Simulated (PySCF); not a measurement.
Input file:

```
{"job": {"kind": "uv", "xc": "CAM-B3LYP", "basis": "def2-SVPD", "ip": true, "dynamic": true}, "charge": 0, "multiplicity": 1}
C      2.861392     2.480548    -0.589728
C      2.144410     1.765406     0.094973
Al     1.003693     0.610076     1.124644
C     -0.059230    -0.725967     0.116423
C      0.830278    -1.636591    -0.732646
C     -0.925368    -1.574206     1.050040
C     -0.933525     0.141490    -0.808620
C     -1.658045     1.277456    -0.097106
H      3.494412     3.116658    -1.183904
H      0.975012     0.790028     2.703392
H      1.495174    -1.062298    -1.398629
H      0.215327    -2.297106    -1.373769
H      1.463740    -2.294037    -0.114047
H     -0.311918    -2.204220     1.714734
H     -1.579424    -0.971131     1.700316
H     -1.578243    -2.253190     0.468544
H     -1.672720    -0.500860    -1.327710
H     -0.297638     0.571307    -1.602242
H     -2.254113     1.887483    -0.792400
H     -2.334029     0.915112     0.692099
H     -0.947973     1.988457     0.378023
```

Launched as:

```sh
OMP_NUM_THREADS=1 python probes_run.py task.json out
```

Geometry: PBE0-D3(BJ)/def2-SVP.

All numbers below come from CAM-B3LYP/def2-SVPD, SCF density, gas phase (PySCF).

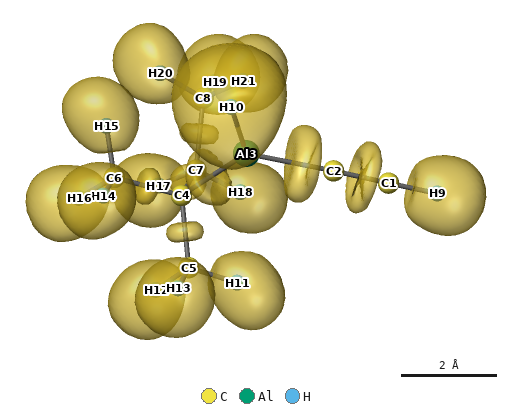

C₇H₁₃Al. Isosurface of the ELF at 0.85 (yellow), seen at a tilt. Only the valence region is drawn (cores and ρ < 0.01 e/Å³ removed).

Identify the bonds, lone pairs and shells in this picture.

Answer. At this value the surface marks out one region between bonded Al–C atoms (shared pairs), five regions between bonded C–C atoms (shared pairs), 13 regions around hydrogen nuclei and one lobe of the valence shell of C pointing towards Al (polar bonds). Profiles from the grid: C–C (1.22 Å): the ELF peaks at about 0.85 between the atoms (a short, multiple covalent bond). C–Al (1.92 Å): the ELF peaks at about 0.95 between the atoms: a shared but strongly polarised pair.
